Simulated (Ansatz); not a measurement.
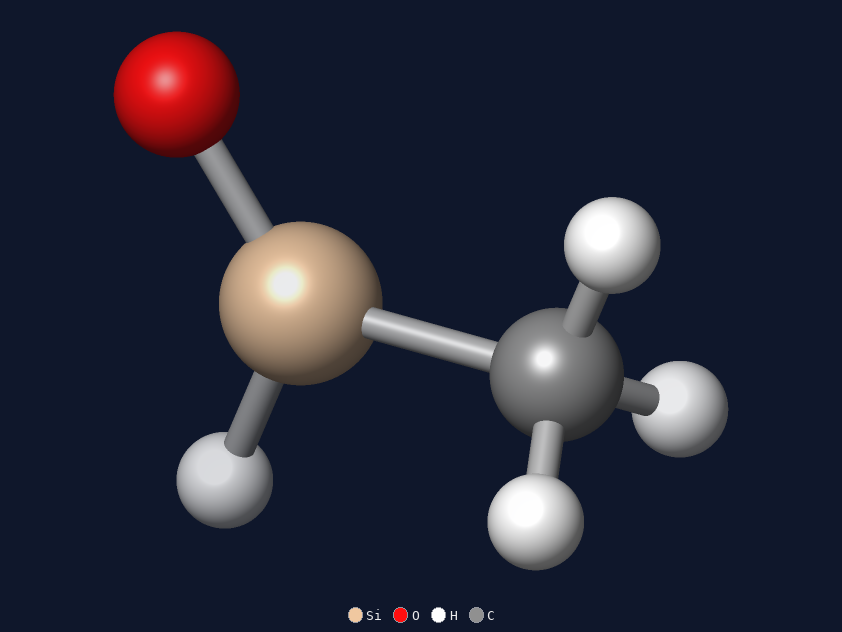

Rendered structure (ball-and-stick style).

Describe the molecule.

It has 7 atoms: 1 carbon, 4 hydrogen, 1 oxygen and 1 silicon (CH4OSi). The point group is Cs. Coordination: 1 Si trigonal planar; 1 C tetrahedral.

More results for the same structure follow; atom numbers are the same in all pictures, views and colours differ. Computed geometry: PBE0-D4/def2-TZVP optimisation.

Vibrations

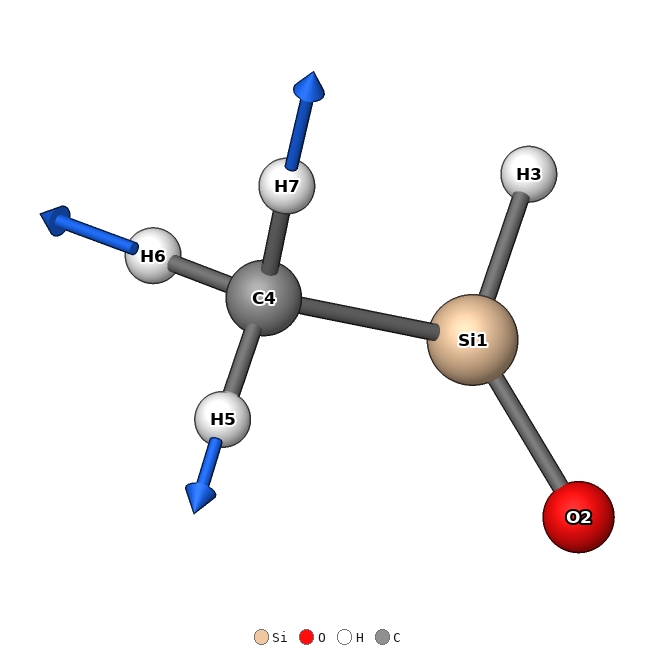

The arrows show one normal mode. Harmonic vibrations computed with RKS PBE0-D4/def2-TZVP (Ansatz 0.2.0) at a stationary point of the same level.

Describe the motion.

Answer. Mostly in-phase stretching of 3 C–H bonds.

Estimate its harmonic wavenumber.

Answer. 3046 cm⁻¹; it is mode 13 of 15 counted from the lowest.

Thermal motion

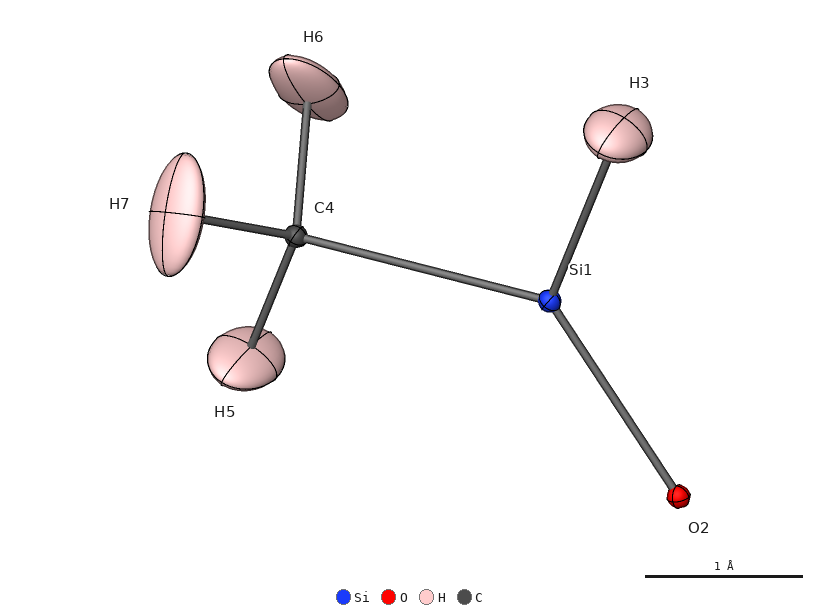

Displacement ellipsoids at the 50 % level, from the internal vibrations of the free molecule (harmonic, no overall translation or rotation; no half-axis is drawn under 0.075 Å). Vibrations computed with RKS PBE0-D4/def2-TZVP (Ansatz 0.2.0). Temperature: 0 K (zero-point motion alone).

Give the displacement parameters, one line for each set of equivalent atoms.

| atom | U_eq (Å²) | rms amplitudes (Å) |
| --- | --- | --- |
| Si1 | 0.00056 | 0.017, 0.025, 0.028 |
| O2 | 0.0010 | 0.023, 0.032, 0.039 |
| H3 | 0.0188 | 0.090, 0.139, 0.170 |
| C4 | 0.00095 | 0.021, 0.028, 0.040 |
| H5 | 0.0241 | 0.075, 0.150, 0.210 |
| H6, H7 | 0.0301 | 0.075, 0.138, 0.256 |

Dipole moment

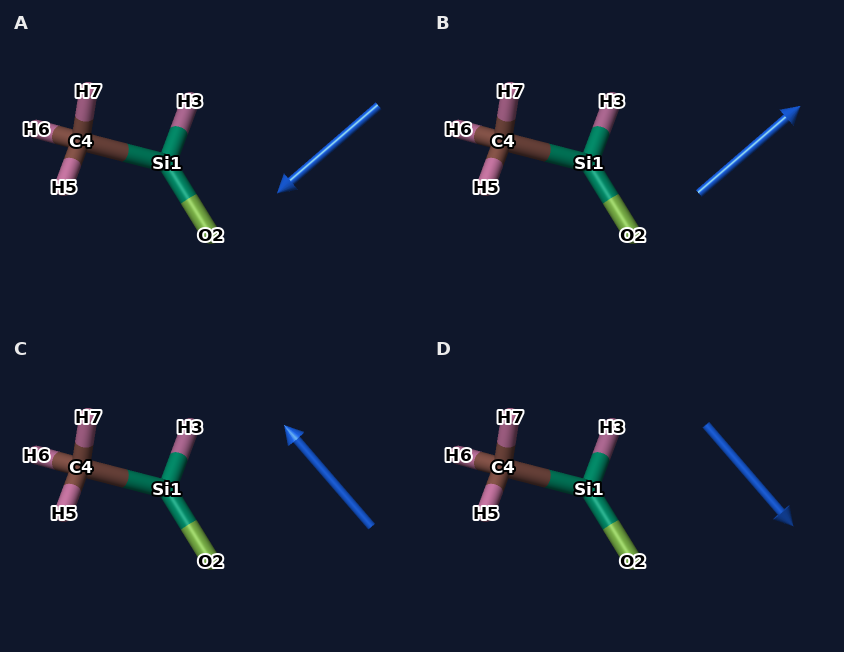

The same molecule four times, each with an arrow. Method: RKS PBE0-D4/def2-TZVP (Ansatz 0.2.0).

Which arrow points along the dipole moment, from the negative to the positive end?

Answer. C. The dipole moment is 4.42 D; it points from the side of O2 to the side of H6, H7 (the outermost atoms at the two ends).
